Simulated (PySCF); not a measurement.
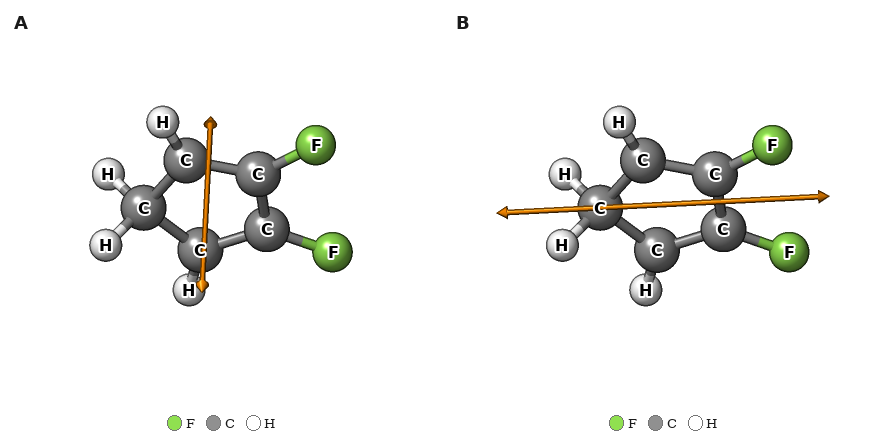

The double arrows show the directions of two transition dipoles from the ground state (lengths mean nothing). The computed structure is the end point of a PBE0-D3(BJ)/def2-SVP optimisation. No frequency run is at hand to confirm it as a minimum. Level of theory: TDDFT LC-wPBE/def2-SVPD, vertical, gas phase, core orbitals frozen in the response (PySCF 2.14.0).

One belongs to singlet state 6 and one to singlet state 8. Which is which?

Answer. A: state 6, 8.02 eV (155 nm), oscillator strength 0.036, mainly HOMO → LUMO+3 (weight 0.74).
B: state 8, 8.60 eV (144 nm), oscillator strength 0.45, mainly HOMO → LUMO+6 (weight 0.83).
